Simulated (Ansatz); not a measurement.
# B₂Ge (quintet): from Hartree-Fock to the top rungs, cc-pVDZ

How much of the correlation energy of B₂Ge (quintet) does each wave-function method recover here?

Program: Ansatz 0.2.0, Gaussian basis. Level of theory: cc-pVDZ, core rule «outside noble gas», up to 16 orbitals frozen. These are calculated values, not measurements.

The runs, in order: UHF; CCSD(T) on ROHF; CCSD(T) on UHF; BCCD(T) on ROHF; CISD as a restricted active space (open shells left free, so some higher excitations enter); CCSDT(Q) on ROHF; CCSDT(Q) on UHF; CASSCF and MRCISD+Q, 10 electrons in 11 orbitals; CASSCF and NEVPT2, 10 electrons in 11 orbitals.

23 further runs of the same task are left out: 6 that didn't finish, 17 set aside as unsound or not needed. Runs told in other sessions of the task aren't counted.

## (1) What is computed

The geometry is a PBE0/def2-TZVP stationary point (not a proven minimum) of the parent state, kept for this charge and spin. No spin-orbit coupling is included. The filled d shell of Ge may be among the frozen orbitals whatever the setting's name suggests.

3 atoms, charge 0, spin multiplicity 5.

Atoms are counted from 1 here; the program's logs count them from 0.

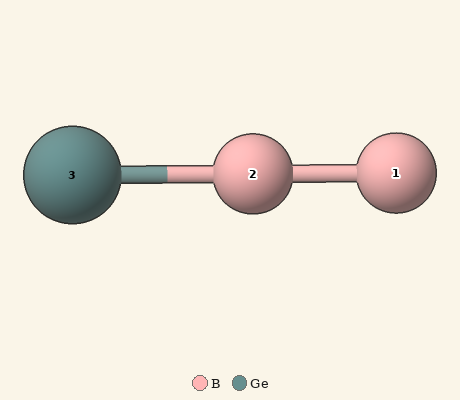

The geometry (boron pink, germanium teal); atoms are numbered from 1 in the order of the file.

In the tables R marks a restricted open-shell determinant and U an unrestricted one; 'frontier' is the active space of 10 electrons in 11 orbitals; energies count from the table's Hartree-Fock row.

## (2) UHF

The input, in.yaml:

```yaml
crystal:
  periodic: [false, false, false]
  atoms:
    - {symbol: B, position_ang: [0.000000, 0.000000, -1.674700]}
    - {symbol: B, position_ang: [0.000000, 0.000000, -0.133200]}
    - {symbol: Ge, position_ang: [0.000000, 0.000000, 1.807900]}
basis:
  gaussian: {orbitals: cc-pVDZ}
magnetization: {spin_polarized: true, initial_magnetization: 4}
hamiltonian: {xc: hf}
output: {orbitals: {seedname: orbitals}}
```

The run is started by

```bash
$ ansatz run in.yaml --threads 1 --pin off --events-out ev --progress --plain --max-ram 2393MiB
```

What it wrote:

```text
Functional definition: HF
  name "HF"
  cite "Fock, Z. Phys. 61, 126 (1930) doi:10.1007/BF01340294"
  parent pbe
  exchange = exact_x
  correlation = 0
595 factors; integrals over basis functions are off by at most 1.3e-3 eV
mean field evaluation 1: about -57808.7158 eV, gradient 8.3e0 eV
mean field evaluation 2: about -57808.8389 eV, gradient 8.3e0 eV
mean field evaluation 4: about -57810.6264 eV, gradient 2.7e0 eV
mean field evaluation 8: about -57810.9742 eV, gradient 7.4e-1 eV
mean field evaluation 16: about -57810.9977 eV, gradient 6.2e-5 eV
mean field evaluation 32: about -57810.9913 eV, gradient 1.3e-1 eV
mean field evaluation 64: about -57810.8666 eV, gradient 1.6e0 eV
mean field evaluation 96: about -57808.4670 eV, gradient 6.8e-1 eV
mean field -57810.99765024 eV, -2124.5149779448 hartree, gradient 1.3e-5 eV, S^2 6.016959; 3 other end points of the search recorded, 0 dependent functions left out
reference -57810.99765024 eV, -2124.5149779448 hartree; 23, 19 occupied and 32, 36 virtual orbitals, 595 factors
Total energy: -57810.99765024 eV, -2124.5149779448 hartree
```

Run time: 2.1 s. Hardware: 1 thread of Arm Neoverse V2, shared host.

From the report: ⟨S²⟩ of the determinant 6.017 (pure quintet: 6.00).

## (3) CCSD(T) on ROHF

Edit in.yaml of step 2 so:

```diff
@@ -8,4 +8,3 @@
   gaussian: {orbitals: cc-pVDZ}
-magnetization: {spin_polarized: true, initial_magnetization: 4}
-hamiltonian: {xc: hf}
-output: {orbitals: {seedname: orbitals}}
+magnetization: {spin_polarized: false, initial_magnetization: 4}
+correlation: {method: ccsd_t, electrons: outside_noble_gas}
```

Launched as before.

What it wrote, cut to the lines that bear on the results:

```text
Functional definition: HF
  name "HF"
  cite "Fock, Z. Phys. 61, 126 (1930) doi:10.1007/BF01340294"
  parent pbe
[...]
595 factors; integrals over basis functions are off by at most 1.3e-3 eV
[...]
mean field -57810.87785614 eV, -2124.5105755926 hartree, gradient 2.6e-6 eV, S^2 6.000000; 14 other end points of the search recorded, 0 dependent functions left out
[...]
determinant -57810.87785614 eV, -2124.5105755926 hartree, with singles and doubles -57815.93861600 eV, -2124.6965550872 hartree
determinant -57809.18402064 eV, -2124.4483282862 hartree, with singles and doubles -57814.72373940 eV, -2124.6519091957 hartree
determinant -57808.66847145 eV, -2124.4293822031 hartree, with singles and doubles -57814.28611470 eV, -2124.6358267846 hartree
determinant -57808.64298769 eV, -2124.4284456921 hartree, with singles and doubles -57814.27167555 eV, -2124.6352961556 hartree
determinant -57808.52915973 eV, -2124.4242625915 hartree, with singles and doubles -57814.30734434 eV, -2124.6366069597 hartree
determinant -57807.59422229 eV, -2124.3899042745 hartree, with singles and doubles -57812.91522216 eV, -2124.5854474131 hartree
16 core orbitals not correlated: weight in the atoms' cores, before any rotation towards them, 0.999 or more for the frozen orbitals, at most 0.000 for the correlated occupied ones
reference -57810.87785614 eV, -2124.5105755926 hartree; 7, 3 occupied and 32, 36 virtual orbitals, 595 factors
second order -3.98334766 eV of doubles, -0.06653354 eV of singles
cycle   1  -5.06115692 eV  change   -4.0e-4 eV  update   2.2e-3
[...]
cycle   9  -5.06295017 eV  change    1.4e-6 eV  update   3.4e-6
perturbative correction -0.20612449 eV, -0.0075749353 hartree
Total energy: -57816.14693080 eV, -2124.7042105149 hartree
```

Wall time 12 s (1 thread of Arm Neoverse V2, shared host).

From the report: correlation -5.2691 eV; T1 0.032; largest double amplitude 0.08.

## (4) CCSD(T) on UHF

Edit in.yaml of step 3 so:

```diff
@@ -8,3 +8,3 @@
   gaussian: {orbitals: cc-pVDZ}
-magnetization: {spin_polarized: false, initial_magnetization: 4}
+magnetization: {spin_polarized: true, initial_magnetization: 4}
 correlation: {method: ccsd_t, electrons: outside_noble_gas}
```

The command is unchanged.

What it wrote, cut to the lines that bear on the results:

```text
Functional definition: HF
  name "HF"
  cite "Fock, Z. Phys. 61, 126 (1930) doi:10.1007/BF01340294"
  parent pbe
[...]
595 factors; integrals over basis functions are off by at most 1.3e-3 eV
[...]
mean field -57810.99765024 eV, -2124.5149779448 hartree, gradient 2.5e-6 eV, S^2 6.016959; 11 other end points of the search recorded, 0 dependent functions left out
determinant -57810.99765024 eV, -2124.5149779448 hartree, with singles and doubles -57815.94419782 eV, -2124.6967602155 hartree
determinant -57809.59345195 eV, -2124.4633746093 hartree, with singles and doubles -57814.69825607 eV, -2124.6509727006 hartree
determinant -57809.34645384 eV, -2124.4542975964 hartree, with singles and doubles -57814.73941003 eV, -2124.6524850806 hartree
determinant -57809.12711398 eV, -2124.4462370050 hartree, with singles and doubles -57814.32500949 eV, -2124.6372561418 hartree
determinant -57808.68159224 eV, -2124.4298643832 hartree, with singles and doubles -57813.62224419 eV, -2124.6114299935 hartree
determinant -57807.70641592 eV, -2124.3940273142 hartree, with singles and doubles -57812.91990150 eV, -2124.5856193757 hartree
16 core orbitals not correlated: weight in the atoms' cores, before any rotation towards them, 0.999 or more for the frozen orbitals, at most 0.000 for the correlated occupied ones
reference -57810.99765024 eV, -2124.5149779448 hartree; 7, 3 occupied and 32, 36 virtual orbitals, 595 factors
second order -3.91088835 eV of doubles, -0.00000000 eV of singles
cycle   1  -4.94696569 eV  change   -4.2e-4 eV  update   2.3e-3
[...]
cycle   9  -4.94904012 eV  change    2.0e-6 eV  update   3.6e-6
perturbative correction -0.20326714 eV, -0.0074699297 hartree
Total energy: -57816.14995751 eV, -2124.7043217445 hartree
```

It took 9 s on 1 thread of Arm Neoverse V2, shared host.

From the report: ⟨S²⟩ of the determinant 6.017 (pure quintet: 6.00); correlation -5.1523 eV; T1 0.031; largest double amplitude 0.08.

## (5) BCCD(T) on ROHF

Edit in.yaml of step 4 so:

```diff
@@ -8,3 +8,3 @@
   gaussian: {orbitals: cc-pVDZ}
-magnetization: {spin_polarized: true, initial_magnetization: 4}
-correlation: {method: ccsd_t, electrons: outside_noble_gas}
+magnetization: {spin_polarized: false, initial_magnetization: 4}
+correlation: {method: bccd_t, electrons: outside_noble_gas}
```

Launched as before.

What it wrote, cut to the lines that bear on the results:

```text
Functional definition: HF
  name "HF"
  cite "Fock, Z. Phys. 61, 126 (1930) doi:10.1007/BF01340294"
  parent pbe
[...]
595 factors; integrals over basis functions are off by at most 1.3e-3 eV
[...]
mean field -57810.87785614 eV, -2124.5105755926 hartree, gradient 2.6e-6 eV, S^2 6.000000; 14 other end points of the search recorded, 0 dependent functions left out
[...]
determinant -57810.87785614 eV, -2124.5105755926 hartree, with singles and doubles -57815.93861600 eV, -2124.6965550872 hartree
determinant -57809.18402064 eV, -2124.4483282862 hartree, with singles and doubles -57814.72373940 eV, -2124.6519091957 hartree
determinant -57808.66847145 eV, -2124.4293822031 hartree, with singles and doubles -57814.28611470 eV, -2124.6358267846 hartree
determinant -57808.64298769 eV, -2124.4284456921 hartree, with singles and doubles -57814.27167555 eV, -2124.6352961556 hartree
determinant -57808.52915973 eV, -2124.4242625915 hartree, with singles and doubles -57814.30734434 eV, -2124.6366069597 hartree
determinant -57807.59422229 eV, -2124.3899042745 hartree, with singles and doubles -57812.91522216 eV, -2124.5854474131 hartree
16 core orbitals not correlated: weight in the atoms' cores, before any rotation towards them, 0.999 or more for the frozen orbitals, at most 0.000 for the correlated occupied ones
reference -57810.87785614 eV, -2124.5105755926 hartree; 7, 3 occupied and 32, 36 virtual orbitals, 595 factors
second order -3.98334766 eV of doubles, -0.06653354 eV of singles
cycle   1  -5.05844864 eV  change    2.3e-3 eV  update   7.9e-3
[...]
cycle  10  -5.05505596 eV  change    4.6e-6 eV  update   5.5e-6
perturbative correction -0.21509762 eV, -0.0079046917 hartree
Total energy: -57816.14800972 eV, -2124.7042501644 hartree
```

Run time: 12 s. Hardware: 1 thread of Arm Neoverse V2, shared host.

From the report: correlation -5.2702 eV; largest double amplitude 0.08.

## (6) CISD as a restricted active space (open shells left free, so some higher excitations enter)

Edit in.yaml of step 5 so:

```diff
@@ -9,2 +9,2 @@
 magnetization: {spin_polarized: false, initial_magnetization: 4}
-correlation: {method: bccd_t, electrons: outside_noble_gas}
+correlation: {active_space: {ras: {orbitals: [3, 4, 32], electrons: 10, max_holes: 2, max_particles: 2}, fixed_orbitals: true}}
```

The command is unchanged.

What it wrote, cut to the lines that bear on the results:

```text
Functional definition: HF
  name "HF"
  cite "Fock, Z. Phys. 61, 126 (1930) doi:10.1007/BF01340294"
  parent pbe
[...]
595 factors; integrals over basis functions are off by at most 1.3e-3 eV
[...]
mean field -57810.87785614 eV, -2124.5105755926 hartree, gradient 2.6e-6 eV, S^2 6.000000; 11 other end points of the search recorded, 0 dependent functions left out
reference -57810.87785614 eV, -2124.5105755926 hartree; 23, 19 occupied and 32, 36 virtual orbitals, 595 factors
state -57815.58661006 eV, -2124.6836191076 hartree
Total energy: -57815.58661006 eV, -2124.6836191076 hartree
```

Wall time 8.5 s (1 thread of Arm Neoverse V2, shared host).

From the report: 63,891 determinants.

## (7) CCSDT(Q) on ROHF

Edit in.yaml of step 6 so:

```diff
@@ -9,2 +9,2 @@
 magnetization: {spin_polarized: false, initial_magnetization: 4}
-correlation: {active_space: {ras: {orbitals: [3, 4, 32], electrons: 10, max_holes: 2, max_particles: 2}, fixed_orbitals: true}}
+correlation: {method: ccsdt_q, electrons: outside_noble_gas}
```

Launched as before.

What it wrote, cut to the lines that bear on the results:

```text
Functional definition: HF
  name "HF"
  cite "Fock, Z. Phys. 61, 126 (1930) doi:10.1007/BF01340294"
  parent pbe
[...]
1007 factors; integrals over basis functions are off by at most 1.5e-7 eV
[...]
mean field -57810.87789223 eV, -2124.5105769188 hartree, gradient 4.5e-6 eV, S^2 6.000000; 14 other end points of the search recorded, 0 dependent functions left out
[...]
determinant -57810.87789223 eV, -2124.5105769188 hartree, with singles and doubles -57815.93865784 eV, -2124.6965566250 hartree
determinant -57809.18405838 eV, -2124.4483296733 hartree, with singles and doubles -57814.72378058 eV, -2124.6519107092 hartree
determinant -57808.66850735 eV, -2124.4293835223 hartree, with singles and doubles -57814.28614032 eV, -2124.6358277263 hartree
determinant -57808.64302660 eV, -2124.4284471221 hartree, with singles and doubles -57814.27171785 eV, -2124.6352977100 hartree
determinant -57808.52919839 eV, -2124.4242640126 hartree, with singles and doubles -57814.30738519 eV, -2124.6366084607 hartree
determinant -57807.59425588 eV, -2124.3899055090 hartree, with singles and doubles -57812.91526047 eV, -2124.5854488209 hartree
16 core orbitals not correlated: weight in the atoms' cores, before any rotation towards them, 0.999 or more for the frozen orbitals, at most 0.000 for the correlated occupied ones
reference -57810.87789223 eV, -2124.5105769188 hartree; 7, 3 occupied and 32, 36 virtual orbitals, 1007 factors
second order -3.98335483 eV of doubles, -0.06653354 eV of singles
cycle   1  -4.72890426 eV  change   -6.8e-1 eV  update   8.9e-2
[...]
cycle  21  -5.32414750 eV  change    2.1e-8 eV  update   9.1e-7
perturbative correction -0.01544949 eV, -0.0005677582 hartree
Total energy: -57816.21748921 eV, -2124.7068034887 hartree
```

Run time: 39 s. Hardware: 1 thread of Arm Neoverse V2, shared host; peak memory 0.41 GiB.

From the report: correlation -5.3396 eV; T1 0.037; largest double amplitude 0.10.

## (8) CCSDT(Q) on UHF

Edit in.yaml of step 7 so:

```diff
@@ -8,3 +8,3 @@
   gaussian: {orbitals: cc-pVDZ}
-magnetization: {spin_polarized: false, initial_magnetization: 4}
+magnetization: {spin_polarized: true, initial_magnetization: 4}
 correlation: {method: ccsdt_q, electrons: outside_noble_gas}
```

Same command.

What it wrote, cut to the lines that bear on the results:

```text
Functional definition: HF
  name "HF"
  cite "Fock, Z. Phys. 61, 126 (1930) doi:10.1007/BF01340294"
  parent pbe
[...]
1007 factors; integrals over basis functions are off by at most 1.5e-7 eV
[...]
mean field -57810.99768648 eV, -2124.5149792765 hartree, gradient 4.5e-6 eV, S^2 6.016959; 11 other end points of the search recorded, 0 dependent functions left out
determinant -57810.99768648 eV, -2124.5149792765 hartree, with singles and doubles -57815.94423985 eV, -2124.6967617598 hartree
determinant -57809.59349145 eV, -2124.4633760609 hartree, with singles and doubles -57814.69829461 eV, -2124.6509741169 hartree
determinant -57809.34649288 eV, -2124.4542990308 hartree, with singles and doubles -57814.73945201 eV, -2124.6524866236 hartree
determinant -57809.12715113 eV, -2124.4462383705 hartree, with singles and doubles -57814.32505036 eV, -2124.6372576437 hartree
determinant -57808.68162837 eV, -2124.4298657108 hartree, with singles and doubles -57813.62229654 eV, -2124.6114319173 hartree
determinant -57807.70644952 eV, -2124.3940285491 hartree, with singles and doubles -57812.91994133 eV, -2124.5856208393 hartree
16 core orbitals not correlated: weight in the atoms' cores, before any rotation towards them, 0.999 or more for the frozen orbitals, at most 0.000 for the correlated occupied ones
reference -57810.99768648 eV, -2124.5149792765 hartree; 7, 3 occupied and 32, 36 virtual orbitals, 1007 factors
second order -3.91089545 eV of doubles, -0.00000000 eV of singles
cycle   1  -4.59072951 eV  change   -6.8e-1 eV  update   9.0e-2
[...]
cycle  21  -5.20800640 eV  change   -2.1e-7 eV  update   9.8e-7
perturbative correction -0.01612971 eV, -0.0005927561 hartree
Total energy: -57816.22182259 eV, -2124.7069627375 hartree
```

Wall time 30 s (1 thread of Arm Neoverse V2, shared host); peak memory 0.34 GiB.

From the report: ⟨S²⟩ of the determinant 6.017 (pure quintet: 6.00); correlation -5.2241 eV; T1 0.036; largest double amplitude 0.10.

## (9) CASSCF and MRCISD+Q, 10 electrons in 11 orbitals

Edit in.yaml of step 8 so:

```diff
@@ -8,3 +8,3 @@
   gaussian: {orbitals: cc-pVDZ}
-magnetization: {spin_polarized: true, initial_magnetization: 4}
-correlation: {method: ccsdt_q, electrons: outside_noble_gas}
+magnetization: {spin_polarized: false, initial_magnetization: 4}
+correlation: {method: fic_mrcisd_q, electrons: outside_noble_gas, active_space: {window: {electrons: 10, orbitals: 11}}}
```

The command is unchanged.

What it wrote, cut to the lines that bear on the results:

```text
Functional definition: HF
  name "HF"
  cite "Fock, Z. Phys. 61, 126 (1930) doi:10.1007/BF01340294"
  parent pbe
[...]
595 factors; integrals over basis functions are off by at most 1.3e-3 eV
[...]
mean field -57810.87785614 eV, -2124.5105755926 hartree, gradient 2.6e-6 eV, S^2 6.000000; 11 other end points of the search recorded, 0 dependent functions left out
reference -57810.87785614 eV, -2124.5105755926 hartree; 23, 19 occupied and 32, 36 virtual orbitals, 595 factors
state -57812.55990719 eV, -2124.5723898288 hartree
contracted CI cycle   1: correlation 0.00000000 eV, 0.0000000000 hartree, residual 1.28e1 eV
contracted CI cycle   2: correlation -3.25740034 eV, -0.1197072546 hartree, residual 2.50e0 eV
contracted CI cycle   3: correlation -3.37098325 eV, -0.1238813495 hartree, residual 4.77e-1 eV
contracted CI cycle   4: correlation -3.37539528 eV, -0.1240434887 hartree, residual 1.03e-1 eV
contracted CI cycle   5: correlation -3.37559909 eV, -0.1240509786 hartree, residual 2.41e-2 eV
contracted CI cycle   6: correlation -3.37561037 eV, -0.1240513932 hartree, residual 5.56e-3 eV
contracted CI cycle   7: correlation -3.37561095 eV, -0.1240514145 hartree, residual 1.33e-3 eV
contracted CI cycle   8: correlation -3.37561099 eV, -0.1240514157 hartree, residual 3.18e-4 eV
state -57812.55990719 eV, -2124.5723898288 hartree; corrected -57816.20009442 eV, -2124.7061642419 hartree
Total energy: -57816.20009442 eV, -2124.7061642419 hartree
```

Run time: 31 s. Hardware: 1 thread of Arm Neoverse V2, shared host; peak memory 0.93 GiB.

From the report: 13,600 determinants; active occupations 1.98, 1.97, 1.93, 1.00, 1.00, 0.98, 0.98, 0.06, 0.04, 0.03, 0.03.

## (10) CASSCF and NEVPT2, 10 electrons in 11 orbitals

Edit in.yaml of step 9 so:

```diff
@@ -9,2 +9,2 @@
 magnetization: {spin_polarized: false, initial_magnetization: 4}
-correlation: {method: fic_mrcisd_q, electrons: outside_noble_gas, active_space: {window: {electrons: 10, orbitals: 11}}}
+correlation: {method: sc_nevpt2, electrons: outside_noble_gas, active_space: {window: {electrons: 10, orbitals: 11}}}
```

Same command.

What it wrote, cut to the lines that bear on the results:

```text
Functional definition: HF
  name "HF"
  cite "Fock, Z. Phys. 61, 126 (1930) doi:10.1007/BF01340294"
  parent pbe
[...]
595 factors; integrals over basis functions are off by at most 1.3e-3 eV
[...]
mean field -57810.87785614 eV, -2124.5105755926 hartree, gradient 2.6e-6 eV, S^2 6.000000; 11 other end points of the search recorded, 0 dependent functions left out
reference -57810.87785614 eV, -2124.5105755926 hartree; 23, 19 occupied and 32, 36 virtual orbitals, 595 factors
state -57812.55990719 eV, -2124.5723898288 hartree
state -57812.55990719 eV, -2124.5723898288 hartree; corrected -57815.37161262 eV, -2124.6757180974 hartree
Total energy: -57815.37161262 eV, -2124.6757180974 hartree
```

Run time: 25 s. Hardware: 1 thread of Arm Neoverse V2, shared host.

From the report: 13,600 determinants; active occupations 1.98, 1.97, 1.93, 1.00, 1.00, 0.98, 0.98, 0.06, 0.04, 0.03, 0.03.

## (11) Misses and costs

The yardstick is UCCSDT(Q), where the cluster series has nearly closed. Rows without a time are mean-field rows or come out of runs for another level: lower rungs of the coupled-cluster runs, CASSCF and MRCISD of the multireference runs, or the Hartree-Fock search.

Differences are taken before rounding.

```csv
method,energy from the lowest ROHF (kcal/mol),from UCCSDT(Q) (kcal/mol),time
ROHF,0.00,+123.23,
UHF,-2.76,+120.47,
RMP2,-93.39,+29.84,
UMP2,-92.95,+30.29,
CISD,-108.59,+14.65,8.5 s
RCCSD,-116.75,+6.48,
UCCSD,-116.89,+6.34,
RCCSD(T),-121.51,+1.73,12 s
UCCSD(T),-121.58,+1.66,9 s
BCCD(T),-121.53,+1.70,12 s
RCCSDT,-122.78,+0.46,
UCCSDT,-122.86,+0.37,
RCCSDT(Q),-123.13,+0.10,39 s
UCCSDT(Q),-123.23,0,30 s
CASSCF frontier,-38.79,+84.45,
NEVPT2 frontier,-103.63,+19.61,25 s
MRCISD frontier,-116.63,+6.60,
MRCISD+Q frontier,-122.73,+0.50,31 s
```

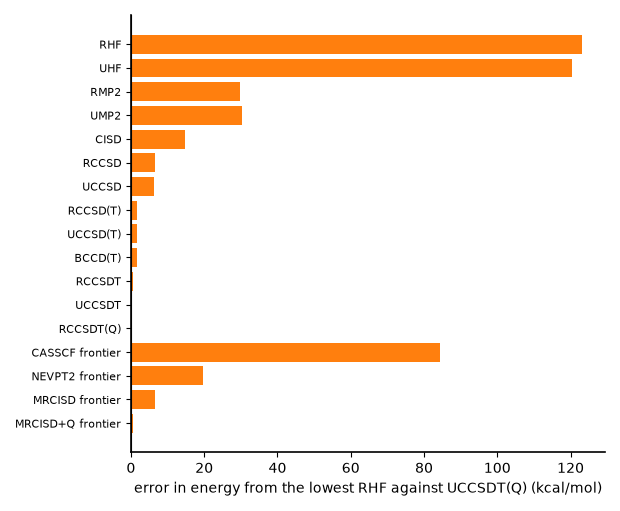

How far each level lands from UCCSDT(Q).

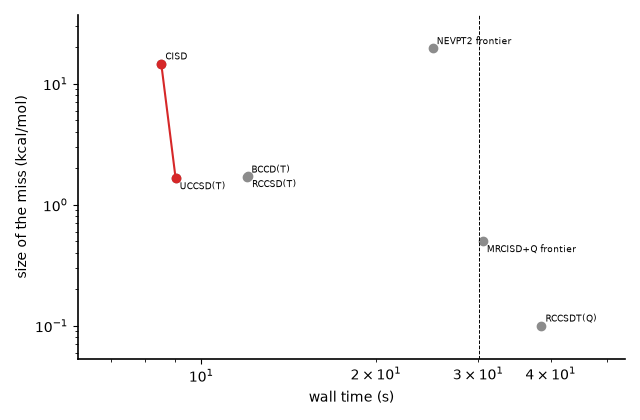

Accuracy for the time spent; red marks the levels that beat every quicker one drawn (of those quicker than the yardstick), and the dashed line is the time of UCCSDT(Q). Times are from a shared host.

## (12) Summary of results

```
                         quantity                                         value
    UCCSDT(Q) from the ROHF energy                                    -5.3440 eV
              RMP2 from UCCSDT(Q)                               +29.84 kcal/mol
              UMP2 from UCCSDT(Q)                               +30.29 kcal/mol
             RCCSD from UCCSDT(Q)                                +6.48 kcal/mol
          RCCSD(T) from UCCSDT(Q)                                +1.73 kcal/mol
          UCCSD(T) from UCCSDT(Q)                                +1.66 kcal/mol
         RCCSDT(Q) from UCCSDT(Q)                                +0.10 kcal/mol
   NEVPT2 frontier from UCCSDT(Q)                               +19.61 kcal/mol
 MRCISD+Q frontier from UCCSDT(Q)                                +0.50 kcal/mol
levels within 1 kcal/mol (43 meV)  RCCSDT, UCCSDT, RCCSDT(Q), MRCISD+Q frontier
                    T1 diagnostic                                         0.032
```

In words: RCCSD(T) lands +1.73 kcal/mol from the yardstick (1.4 % of the correlation energy). Of the multireference levels listed MRCISD+Q frontier comes nearest in total energy (+0.50 kcal/mol), which doesn't show that its space is the better one. These misses are within one basis, not against nature; the frozen cores of restricted and unrestricted runs differ, which can shift their rows.

With open shells the CI space here admits some higher excitations, so it is larger than plain CISD.

For cost: UCCSD(T) gets within 1.66 kcal/mol in 9 s, where UCCSDT(Q) took 30 s; the quickest level in the cost chart, CISD, takes 8.5 s and misses by 14.65 kcal/mol.
